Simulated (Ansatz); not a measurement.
**AlFH2: molecular dynamics**

Purpose: to follow the molecule's vibrations and see whether its bonds hold. The start is relaxed first. Runs: 500 steps of 0.5 fs under a Nosé-Hoover thermostat at 700 K.

All numbers below are computed with Ansatz 0.2.0 (RHF/def2-SVP).

### 1 Starting point

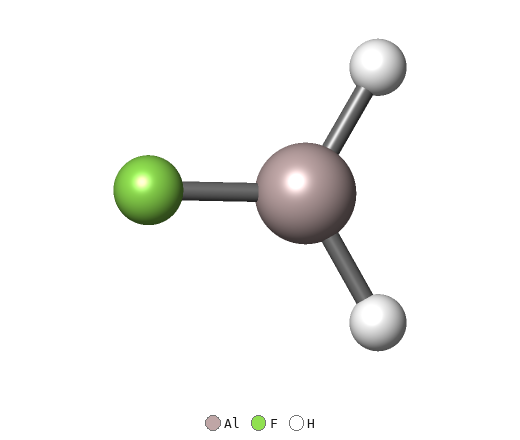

Start, viewed from a chosen angle; aluminium light grey, fluorine green, hydrogen white.

Structure file:

```xyz
4

Al    0.0000    0.0000    0.0000
F     0.0000    0.0000    1.6900
H     1.3510    0.0000   -0.7800
H    -1.3510    0.0000   -0.7800
```

### 2 Preparing the start

File input.yaml:

```yaml
crystal:
  periodic: [false, false, false]
  atoms:
    - { symbol: Al, position_ang: [0.0, 0.0, 0.0] }
    - { symbol: F, position_ang: [0.0, 0.0, 1.69] }
    - { symbol: H, position_ang: [1.351, 0.0, -0.78] }
    - { symbol: H, position_ang: [-1.351, 0.0, -0.78] }
basis:
  gaussian: { orbitals: def2-SVP }
hamiltonian:
  xc: hf
relax:
  f_tol: 0.02
  max_steps: 40
```

Launch:

```sh
$ ansatz run input.yaml --threads 1 --pin off --max-ram 2048MiB --backend cpu --events-out ev --progress --plain --runs-dir out
```

After this run come: The run.

What does the calculation give? Wanted: relaxation of the start; temperature, first and last step; temperature, second half; potential energy, second half; largest change of the conserved energy; bonds formed or broken.

**Answer**, as computed:

| quantity | value |
| --- | --- |
| relaxation of the start | 3 moves, 0.037 eV lower |
| length | 500 steps of 0.5 fs |
| temperature, first and last step | 700 and 327 K |
| temperature, second half | mean 997 K, from 139 to 2179 K |
| potential energy, second half | +65 meV/atom from the start |
| largest change of the conserved energy | 0.88 meV/atom |
| bonds formed or broken | 0 |

What this shows: Against a set 700 K the second half averages 997 K with a spread of 448 K. In 250 fs the run doesn't reach equilibrium. The conserved energy strays from its start by at most 0.88 meV/atom, 1.7 % of the mean kinetic energy, which is good for a step of 0.5 fs. The bonds all hold. A run of 250 fs with 4 atoms shows the motion but fixes no equilibrium value. The nuclei move classically, without zero-point motion, which matters most for hydrogen.
